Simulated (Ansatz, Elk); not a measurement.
**CdHF: X-ray structure factors from the self-consistent density**

Structure refinements treat a crystal as free atoms side by side. For a made-up structure of CdHF (cell and positions from a r2SCAN relaxation) the runs below show what the calculated density changes in F(hkl).

Program: Elk 11.2.3 (patched build). Level of theory: DFT, PBE, all-electron APW+lo, Dirac cores, scalar-relativistic bands, static density, no spin. Results are calculated unless marked as measured.

The structure was built from a prototype and need not be the compound's stable phase.

## (1) Starting point

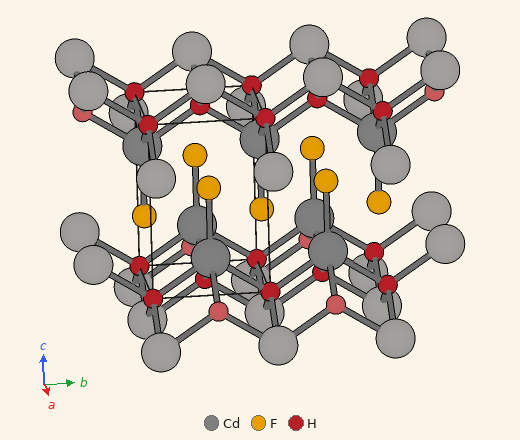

The starting structure, seen slightly off an axis (cadmium grey, fluorine orange, hydrogen red). 1×2×1 cells are drawn. Some periodic images of atoms are drawn too.

Coordinates:

```cif
data_structure
_symmetry_space_group_name_H-M 'P4/nmm:1'
_symmetry_Int_Tables_number 129
_cell_length_a 3.5155
_cell_length_b 3.5155
_cell_length_c 5.3903
_cell_angle_alpha 90.000
_cell_angle_beta 90.000
_cell_angle_gamma 90.000
_cell_volume 66.62
loop_
_atom_site_label
_atom_site_type_symbol
_atom_site_symmetry_multiplicity
_atom_site_Wyckoff_symbol
_atom_site_fract_x
_atom_site_fract_y
_atom_site_fract_z
_atom_site_occupancy
Cd1 Cd 2 c 0.50000 0.00000 0.78516 1
F1 F 2 c 0.50000 0.00000 0.38257 1
H1 H 2 a 0.50000 0.50000 0.00000 1
```

## (2) Ground state and structure factors

An all-electron density is needed, since X-rays see the cores too. Task 0 finds the density and task 195 Fourier-transforms it; tshift is off so that phases refer to the origin typed.

elk.in

```
tasks
  0
  195

xctype
  20

spinpol
  .false.

rgkmax
  7.0

gmaxvr
  14.0

lmaxo
  7

lmaxapw
  8

swidth
  0.002

tshift
  .false.

ramdisk
  .false.

hmaxvr
  5.5

maxscl
  120

epspot
  1e-06

sppath
  './'

avec
  6.64340763353 0.00000000000 0.00000000000
  0.00000000000 6.64340763353 0.00000000000
  0.00000000000 0.00000000000 10.18625525817

atoms
  3
  'Cd.in'
  2
  0.5000000000 0.0000000000 0.7851620533   0.000000 0.000000 0.000000
  0.0000000000 0.5000000000 0.2148379467   0.000000 0.000000 0.000000
  'F.in'
  2
  0.5000000000 -0.0000000000 0.3825651881   0.000000 0.000000 0.000000
  0.0000000000 0.5000000000 0.6174348119   0.000000 0.000000 0.000000
  'H.in'
  2
  0.5000000000 0.5000000000 0.0000000000   0.000000 0.000000 0.000000
  -0.0000000000 -0.0000000000 0.0000000000   0.000000 0.000000 0.000000

ngridk
  6 6 4
```

Launch:

```sh
> OMP_NUM_THREADS=4 elk
```

Numbers of over 12 decimals in the logs are rounded to 6 here.

The log of the run:

```text
┌─────────────────────────┐
│ Elk code version 11.2.3 │
└─────────────────────────┘

All units are atomic (Hartree, Bohr, etc.)

┌─────────────────────────────────────────────────┐
│ Ground-state run starting from atomic densities │
└─────────────────────────────────────────────────┘

Lattice vectors :
   6.643407634       0.000000000       0.000000000
   0.000000000       6.643407634       0.000000000
   0.000000000       0.000000000       10.18625526

Reciprocal lattice vectors :
  0.9457774765       0.000000000       0.000000000
   0.000000000      0.9457774765       0.000000000
   0.000000000       0.000000000      0.6168297522

Unit cell volume      :    449.5690005
Brillouin zone volume :   0.5517511509

Muffin-tin inner radius fraction :   0.1000000000E-01

Nuclei treated as point charges

Species : 1 (Cd)
 parameters loaded from : Cd.in
 name : cadmium
 nuclear charge    :   -48.00000000
 electronic charge :    48.00000000
 atomic mass :    204912.7176
 muffin-tin radius :    2.289669898
 number of radial points in muffin-tin :   1193
 inner part over the whole radius :   0.9938763327E-02
 number on inner part of muffin-tin    :    847
 approximate nuclear radius :   0.8708852602E-04
 number of mesh points to nuclear radius :    429
 atomic positions (lattice), magnetic fields (Cartesian) :
  1 :   0.50000000  0.00000000 -0.21483795    0.00000000  0.00000000  0.00000000
  2 :   0.00000000  0.50000000  0.21483795    0.00000000  0.00000000  0.00000000

Species : 2 (F)
 parameters loaded from : F.in
 name : fluorine
 nuclear charge    :   -9.000000000
 electronic charge :    9.000000000
 atomic mass :    34631.97045
 muffin-tin radius :    1.761284537
 number of radial points in muffin-tin :    593
 inner part over the whole radius :   0.9843506302E-02
 number on inner part of muffin-tin    :    408
 approximate nuclear radius :   0.5278478738E-04
 number of mesh points to nuclear radius :    176
 atomic positions (lattice), magnetic fields (Cartesian) :
  1 :   0.50000000  0.00000000  0.38256519    0.00000000  0.00000000  0.00000000
  2 :   0.00000000  0.50000000 -0.38256519    0.00000000  0.00000000  0.00000000

Species : 3 (H)
 parameters loaded from : H.in
 name : hydrogen
 nuclear charge    :   -1.000000000
 electronic charge :    1.000000000
 atomic mass :    1837.362221
 muffin-tin radius :    1.400000000
 number of radial points in muffin-tin :    393
 inner part over the whole radius :   0.9705542320E-02
 number on inner part of muffin-tin    :    258
 approximate nuclear radius :   0.2766748019E-04
 number of mesh points to nuclear radius :     78
 atomic positions (lattice), magnetic fields (Cartesian) :
  1 :   0.50000000  0.50000000  0.00000000    0.00000000  0.00000000  0.00000000
  2 :   0.00000000  0.00000000  0.00000000    0.00000000  0.00000000  0.00000000

Total number of atoms per unit cell :    6
Total muffin-tin volume :    169.3236185
 ratio of muffin-tin to unit cell volume :   0.3766354403

Spin treatment :
 spin-unpolarised

Number of Bravais lattice symmetries :   16
Number of crystal symmetries         :   16
Crystal has no inversion symmetry
Complex Hermitian eigensolver will be used

k-point grid :      6     6     4
k-point offset :    0.000000000       0.000000000       0.000000000
k-point set is reduced with full crystal symmetry group
Total number of k-points :       30

Muffin-tin radius times maximum |G+k| :    7.000000000
 using average radius
Maximum |G+k| for APW functions       :    3.852536331
Maximum (1/2)|G+k|²                   :    7.421018091
Maximum |G| for potential and density :    14.00000000
Constant for pseudocharge density :    8
 order of it for each species :   15  15  15
 order of it for pair densities of each species (exact exchange by exxq0 0: 16) :   15   9   4
Radial integration step length :    1

G-vector grid sizes :     30    30    48
Number of G-vectors :    20741

Maximum angular momentum used for
 APW functions            :    8
 outer part of muffin-tin :    7
[...]
Charges :
 core                        :    64.00000000
 valence                     :    52.00000000
 interstitial                :    5.271025877
 muffin-tins (core leakage)
  species : 1 (Cd)
   atom 1                    :    45.66747238     (  0.1298806770E-02)
   atom 2                    :    45.66747238     (  0.1298806770E-02)
  species : 2 (F)
[...]
species : 3 (H)
   atom 1                    :   0.8630312804     (   0.000000000    )
   atom 2                    :   0.8630312804     (   0.000000000    )
 total in muffin-tins        :    110.7289741
 total calculated charge     :    115.9966460
 total charge                :    116.0000000
 error                       :   0.3353958792E-02

RMS change in Kohn-Sham potential (target) :    80.73114093     (  0.1000000000E-05)
Absolute change in total energy (target)   :    3.532396453     (  0.1000000000E-03)

[... loops 3 to 18 left out ...]

┌──────────────────┐
│ Loop number : 19 │
└──────────────────┘

Energies :
 Fermi                       :     0.188264
 sum of occupied eigenvalues :     -6819.0311536807
 electron kinetic            :      11935.085011360
 core electron kinetic       :      11512.027235264
 Coulomb                     :     -22997.000264119
 Coulomb potential           :     -18322.515060000
 nuclear-nuclear             :     -1234.2253238636
 electron-nuclear            :     -25229.674563847
 Hartree                     :      3466.8996235923
 Madelung                    :     -13835.742734118
 xc potential                :     -431.60110504101
 exchange                    :     -325.24879826331
 correlation                 :     -5.835364
 electron entropic           :    -0.80346156336675E-04
 total energy                :     -11392.999495326

Density of states at Fermi energy :    5.699792604
 (states/Hartree/unit cell)

Estimated indirect band gap :   0.1570525138E-01
 from k-point 22 to k-point 25
Estimated direct band gap   :   0.3756975275E-01
 at k-point 25

Charges :
 core                        :    64.00000000
 valence                     :    52.00000000
 interstitial                :    5.516579634
 muffin-tins (core leakage)
  species : 1 (Cd)
[...]
species : 2 (F)
[...]
species : 3 (H)
   atom 1                    :   0.7983873768     (   0.000000000    )
   atom 2                    :   0.7983873768     (   0.000000000    )
 total in muffin-tins        :    110.4834204
 total calculated charge     :    115.9967562
 total charge                :    116.0000000
 error                       :   0.3243800169E-02

RMS change in Kohn-Sham potential (target) :   0.7323621243E-06 (  0.1000000000E-05)
Absolute change in total energy (target)   :   0.4876492312E-05 (  0.1000000000E-03)

Convergence targets achieved

┌──────────────────┐
│ Loop number : 20 │
└──────────────────┘

Energies :
 Fermi                       :     0.188264
 sum of occupied eigenvalues :     -6819.0311534950
 electron kinetic            :      11935.085011428
 core electron kinetic       :      11512.027235173
 Coulomb                     :     -22997.000264027
 Coulomb potential           :     -18322.515059904
 nuclear-nuclear             :     -1234.2253238636
 electron-nuclear            :     -25229.674563755
 Hartree                     :      3466.8996235916
 Madelung                    :     -13835.742734075
 xc potential                :     -431.60110501906
 exchange                    :     -325.24879825933
 correlation                 :     -5.835364
 electron entropic           :    -0.80346157879616E-04
 total energy                :     -11392.999495163

Density of states at Fermi energy :    5.699792651
 (states/Hartree/unit cell)

Estimated indirect band gap :   0.1570525142E-01
 from k-point 22 to k-point 25
Estimated direct band gap   :   0.3756975249E-01
 at k-point 25

Charges :
 core                        :    64.00000000
 valence                     :    52.00000000
 interstitial                :    5.516579638
 muffin-tins (core leakage)
  species : 1 (Cd)
[...]
atom 2                    :    45.86411236     (  0.1254443306E-02)
  species : 2 (F)
   atom 1                    :    8.579210441     ( -0.2846395009E-06)
   atom 2                    :    8.579210441     ( -0.2846395009E-06)
  species : 3 (H)
   atom 1                    :   0.7983873772     (   0.000000000    )
   atom 2                    :   0.7983873772     (   0.000000000    )
 total in muffin-tins        :    110.4834204
 total calculated charge     :    115.9967562
 total charge                :    116.0000000
 error                       :   0.3243800167E-02

┌──────────────────────────────┐
│ Self-consistent loop stopped │
└──────────────────────────────┘

Warning : core states of species 1 leak from the muffin-tin :   0.1254443306E-02

Wrote STATE.OUT
```

The job ended after 42 s (4 threads of INTEL XEON PLATINUM 8581C at 2.10GHz (Emerald Rapids), shared host; peak memory 0.18 GiB).

SFACRHO.OUT:

```text

h k l indices transformed by vhmat matrix:
   1.000000000       0.000000000       0.000000000    
   0.000000000       1.000000000       0.000000000    
   0.000000000       0.000000000       1.000000000    

      h      k      l  multipl.   |H|            Re(F)            Im(F)           |F|

      0      0      0      1   0.0000000       116.00000      0.15446412E-16   116.00000    
      0      0      1      2  0.61682975       9.0176838     -0.12516449E-13   9.0176838    
      1      0      0      4  0.94577748     -0.80424908E-15  0.27519298E-13  0.27531048E-13
      0     -1      1      4   1.1291475     -0.93341636E-14  -69.280672       69.280672    
      1      0      1      4   1.1291475      0.44453040E-13   69.280672       69.280672    
      0      0     -2      2   1.2336595      -69.018334     -0.50643994E-13   69.018334    
     -1     -1      0      4   1.3375313      -90.053775     -0.50116382E-13   90.053775    
      1      1     -1      8   1.4729117      -5.7950708     -0.69979420E-15   5.7950708    
     -1      0      2      4   1.5544809      0.37287912E-14   44.060067       44.060067    
      0      1      2      4   1.5544809     -0.46012796E-13  -44.060067       44.060067    
     -1      1      2      8   1.8195895       62.479601     -0.53092384E-13   62.479601    
      0      0     -3      2   1.8504893      -35.106868     -0.39717990E-13   35.106868    
      2      0      0      4   1.8915550       79.597892     -0.45294801E-13   79.597892    
      0     -2      1      4   1.9895877       7.6999156     -0.71596274E-14   7.6999156    
      0     -2     -1      4   1.9895877       7.6999156      0.88672228E-14   7.6999156    
     -1      0     -3      4   2.0781736     -0.75258217E-13   59.284193       59.284193    
     -1      0      3      4   2.0781736     -0.42137778E-13  -59.284193       59.284193    
      2      1      0      8   2.1148227     -0.36556777E-16 -0.20914331E-13  0.20914363E-13
```

Elk indexes on the primitive cell of elk.in and gives |H| = 4π sin θ/λ in inverse bohr. Below, one row stands for each form hkl of the conventional cell (m members, Friedel mates merged), F is for one primitive cell and the density is static (no thermal factor). Free-atom factors are Waasmaier and Kirfel's, and R is Σm||F|−|F'||/Σm|F|.

```csv
hkl,m,sin θ/λ (Å⁻¹),"abs F, DFT",neutral atoms,diff.,abs of complex diff.,ions,diff.
001,2,0.093,9.018,9.048,-0.030,0.030,8.440,+0.578
100,4,0.142,0.000,0.000,+0.000,0.000,0.000,+0.000
101,8,0.170,69.281,69.771,-0.491,0.491,69.097,+0.184
002,2,0.185,69.018,69.578,-0.560,0.560,69.337,-0.319
110,4,0.201,90.054,90.148,-0.094,0.094,90.537,-0.483
111,8,0.222,5.795,6.287,-0.492,0.492,6.060,-0.265
102,8,0.234,44.060,43.788,+0.273,0.273,44.104,-0.044
112,8,0.274,62.480,62.254,+0.226,0.226,62.405,+0.075
003,2,0.278,35.107,35.317,-0.210,0.210,35.407,-0.300
200,4,0.284,79.598,79.310,+0.288,0.288,79.543,+0.055
201,8,0.299,7.700,7.599,+0.101,0.101,7.590,+0.110
103,8,0.312,59.284,59.184,+0.101,0.101,59.312,-0.028
210,8,0.318,0.000,0.000,+0.000,0.000,0.000,+0.000
211,16,0.331,55.626,55.556,+0.070,0.070,55.706,-0.080
```

The ions are Cd2+, H− and F−, by formal charge.

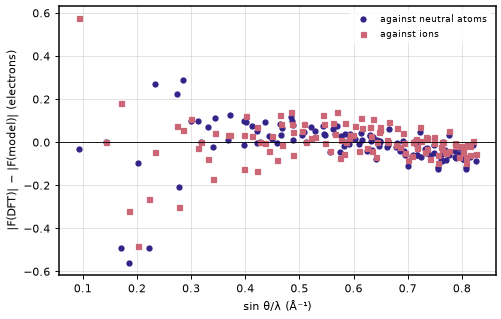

Difference between the calculated structure factors and the independent-atom ones.

## (3) The highest occupied states alone

An energy window below the Fermi level keeps the highest occupied states, to see at which angles they scatter; shallow core shells can lie inside it and anion s states outside. No new self-consistency is needed.

Changes to elk.in since step 2:

```diff
@@ -1,3 +1,2 @@
 tasks
-  0
   195
@@ -40,2 +39,5 @@
 
+wsfac
+  -0.362980 0.488260
+
 sppath
```

Launch:

```sh
> OMP_NUM_THREADS=4 elk
```

The log of the run:

```text
┌─────────────────────────────────┐
│ Elk code version 11.2.3 started │
└─────────────────────────────────┘

Info(readinput): the functional depends on the density's gradient
 muffin-tin radial points multiplied by    2.00000
 (not where nrmtscf is given)

┌────────────────────┐
│ Current task : 195 │
└────────────────────┘
Info(checkmt): changed muffin-tin radius of species 1 (Cd) from   2.6000 to   2.2897
Info(checkmt): changed muffin-tin radius of species 2 (F) from   2.0000 to   1.7613

Info(sfacrho): density structure factors written to SFACRHO.OUT

 Energy window :  -0.3629800000      0.4882600000

┌──────────────────┐
│ Elk code stopped │
└──────────────────┘
```

Wall time 5 s (4 threads); peak memory 0.16 GiB.

States within 15 eV below the Fermi level hold 36.00 electrons; any levels below the window count with the cores. Their amplitudes can exceed the total, where window and core parts have opposite phase:

```csv
hkl,sin θ/λ (Å⁻¹),"abs F, window","abs F, all"
001,0.093,0.761,9.018
100,0.142,0.000,0.000
101,0.170,7.804,69.281
002,0.185,9.176,69.018
110,0.201,17.128,90.054
111,0.222,3.668,5.795
102,0.234,10.204,44.060
112,0.274,6.877,62.480
003,0.278,0.426,35.107
200,0.284,12.196,79.598
```

## (4) Another functional

The difference from free atoms is small, so it is set against the change that LDA (Perdew-Wang) makes.

Changes to elk.in since step 3:

```diff
@@ -1,2 +1,3 @@
 tasks
+  0
   195
@@ -4,3 +5,3 @@
 xctype
-  20
+  3
 
@@ -39,5 +40,2 @@
 
-wsfac
-  -0.362980 0.488260
-
 sppath
```

Launch:

```sh
> OMP_NUM_THREADS=4 elk
```

The log of the run:

```text
┌─────────────────────────┐
│ Elk code version 11.2.3 │
└─────────────────────────┘

All units are atomic (Hartree, Bohr, etc.)

┌─────────────────────────────────────────────────┐
│ Ground-state run starting from atomic densities │
└─────────────────────────────────────────────────┘

Lattice vectors :
   6.643407634       0.000000000       0.000000000
   0.000000000       6.643407634       0.000000000
   0.000000000       0.000000000       10.18625526

Reciprocal lattice vectors :
  0.9457774765       0.000000000       0.000000000
[...]
atom 2                    :    8.544843381     ( -0.4569978060E-05)
  species : 3 (H)
   atom 1                    :   0.7641645972     (   0.000000000    )
   atom 2                    :   0.7641645972     (   0.000000000    )
 total in muffin-tins        :    110.3566545
 total calculated charge     :    115.9967168
 total charge                :    116.0000000
 error                       :   0.3283204482E-02

┌──────────────────────────────┐
│ Self-consistent loop stopped │
└──────────────────────────────┘

Warning : core states of species 1 leak from the muffin-tin :   0.1277028722E-02

Wrote STATE.OUT
[key lines of the parts left out:]
total energy                :     -11381.877216710
```

Elapsed: 28 s, on 4 threads; peak memory 0.16 GiB; 96 s of CPU time.

Against the first run R = 0.04 %; the largest change is -0.141 at 200.

## (5) A coarser k-mesh

About half the k-points along each axis test the sampling.

Changes to elk.in since step 4:

```diff
@@ -5,3 +5,3 @@
 xctype
-  3
+  20
 
@@ -64,2 +64,2 @@
 ngridk
-  6 6 4
+  3 3 2
```

Launch:

```sh
> OMP_NUM_THREADS=4 elk
```

The log of the run:

```text
┌─────────────────────────┐
│ Elk code version 11.2.3 │
└─────────────────────────┘

All units are atomic (Hartree, Bohr, etc.)

┌─────────────────────────────────────────────────┐
│ Ground-state run starting from atomic densities │
└─────────────────────────────────────────────────┘

Lattice vectors :
   6.643407634       0.000000000       0.000000000
   0.000000000       6.643407634       0.000000000
   0.000000000       0.000000000       10.18625526

Reciprocal lattice vectors :
  0.9457774765       0.000000000       0.000000000
[...]
atom 2                    :    8.578609145     ( -0.2846395297E-06)
  species : 3 (H)
   atom 1                    :   0.7926425452     (   0.000000000    )
   atom 2                    :   0.7926425452     (   0.000000000    )
 total in muffin-tins        :    110.4738092
 total calculated charge     :    115.9967394
 total charge                :    116.0000000
 error                       :   0.3260587622E-02

┌──────────────────────────────┐
│ Self-consistent loop stopped │
└──────────────────────────────┘

Warning : core states of species 1 leak from the muffin-tin :   0.1254339706E-02

Wrote STATE.OUT
[key lines of the parts left out:]
total energy                :     -11393.001287279
```

Wall time 18 s (4 threads); peak memory 0.18 GiB.

Against the first run R = 0.01 %; the largest change is -0.021 at 001.

## (6) Settings against the effect

```csv
run,R against the first run (%),"R against neutral atoms, low angle (%)",wall time
"PBE, rgkmax 7",0.00,0.65,42 s
LDA (Perdew-Wang),0.04,0.53,28 s
k-mesh 3×3×2,0.01,0.64,18 s
```

## (7) Outcome

```yaml
r_against_neutral_atoms_sin_theta_lambda_0p3_a_minus1: 0.65 %
r_against_neutral_atoms_0p3_to_0p83_a_minus1: 0.17 %
r_against_ions_below_0p3_a_minus1: 0.41 %
```

Independent neutral atoms miss the calculated amplitudes by R = 0.65 % below 0.3 Å⁻¹ and 0.17 % from there to 0.83 Å⁻¹; by shells, 0.33 % below 0.15 Å⁻¹ (1 form), 0.65 % 0.15 to 0.3 (9 forms), 0.13 % 0.3 to 0.45 (15 forms), 0.18 % above 0.45 (91 forms). Bonding, aspherical density and the tables' own atoms all enter these figures, and the runs don't part them. The largest change of an amplitude is -0.56 electrons, at 002. Formal ions give R = 0.41 % at low angle, nearer than neutral atoms. The window's part falls from 36.0 electrons at the origin to at most 2.67 between 0.45 and 0.83 Å⁻¹, where compact states inside the window still scatter. Below 0.3 Å⁻¹ the changes that finished (LDA (Perdew-Wang) and k-mesh 3×3×2) move F by R = 0.13 % at most, against the 0.65 % that separates it from free atoms. The basis has no finished test. Part of the difference isn't bonding: the tables are fits to free atoms and ions calculated by other methods than this functional. Thermal motion, anomalous dispersion and extinction are left out.

[Logs are printed without paths, hosts, clocks, repeated set-up lines and the standing remarks that a program may print on its own settings, such as how far it seeks lower states.]

[Hosts, paths, dates, database ids (printed as entryN), source tags and the programs' standing remarks are cut or masked in the printed files.]
